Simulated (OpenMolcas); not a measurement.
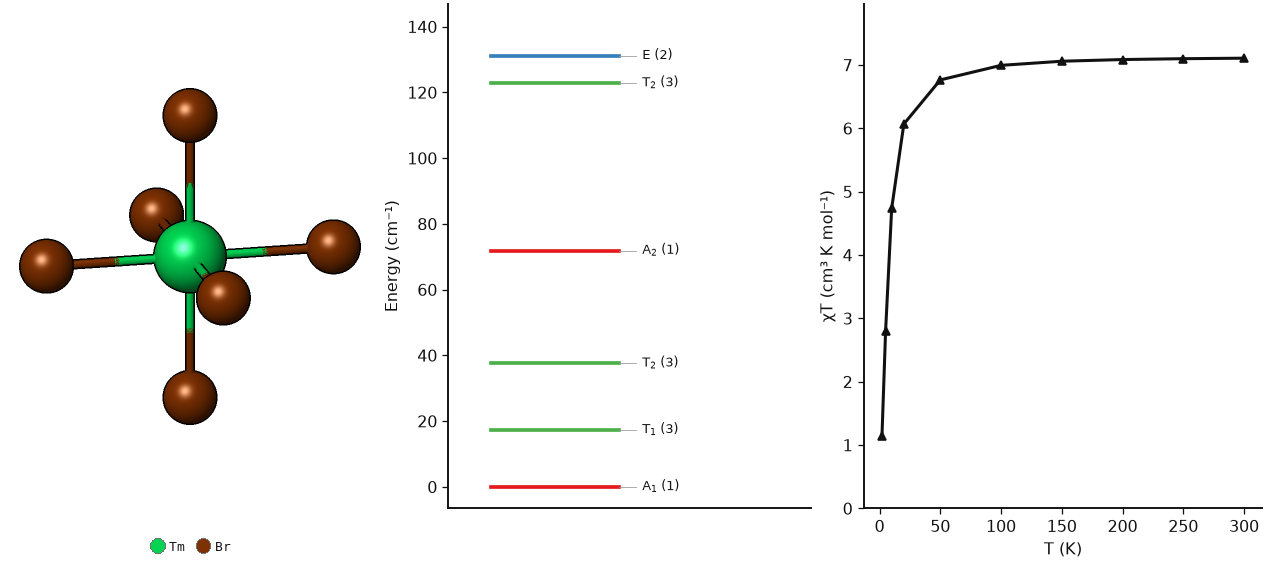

Tm³⁺ (4f¹²) as a dopant in Cs₂NaYBr₆, a cluster with its 6 nearest Br⁻ at 2.842 Å (octahedron) embedded in model potentials and point charges; the geometry was set, not optimised, and its levels and susceptibility. Labels give the representation in O, Td, D4 or D3 as the site allows (double group for half-integer spin) where it could be assigned and, in brackets, the degeneracy; spin-free states, where drawn, share the zero of the spin-orbit levels. Level of the calculation: state-averaged CASSCF, active space 12 electrons in the shell 4f, basis ANO-RCC-VDZP on all atoms, DKH2 scalar Hamiltonian, spin-orbit coupling by RASSI with atomic mean-field integrals (OpenMolcas). Powder susceptibility by Van Vleck's formula.

Describe the ground state and the low levels.

The ground level is A₁, non-degenerate, 99 % from states of spin multiplicity 3. The next level lies at 17 cm⁻¹ (T₁). The lowest J multiplet spreads over 131 cm⁻¹. χT is 1.14 cm³ K mol⁻¹ at 2 K and 7.11 at 300 K, an effective moment of 7.54 μB. The active orbitals hold 100 % metal character (Löwdin), and the Mulliken charge of the metal is +1.56.

Limits of the model: covalent bonds, ligand orbitals missing from the active space; the geometry is set by hand, with no relaxation and no charge compensation.
